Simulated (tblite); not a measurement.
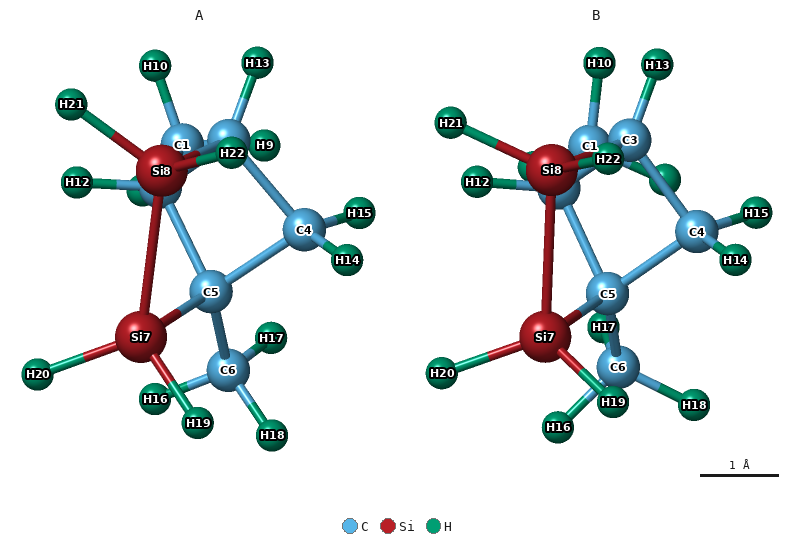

Two geometries of C6H14Si2, drawn at one scale. One is the start of a relaxation, the other its converged end. Style: ball-and-stick. Shown from a free direction.

Theory: GFN2-xTB geometry optimisation, gas phase in tblite 0.8.0. 

Q: Which one is relaxed?

A: Structure A is the relaxed one. The energy falls by 0.846 eV in 86 geometry steps. The largest move after the best rigid fit is that of an H atom, 0.86 Å. Largest moves by element: H 0.86 Å, Si 0.17 Å, C 0.15 Å. Some distances before and after: C–C 1.454 → 1.514 Å, Si–Si 2.272 → 2.326 Å, C–C 1.492 → 1.537 Å, C–Si 1.885 → 1.924 Å. Bond angles that change, for instance: C–C–H 116.8° → 107.6°, Si–Si–H 111.3° → 119.7°, H–Si–H 115.7° → 107.8°. Groups turn about C–C by about 40°, C–C by about 20°. Cost: 1.5 s on 1 thread of Arm Neoverse N1, with other jobs on the host.
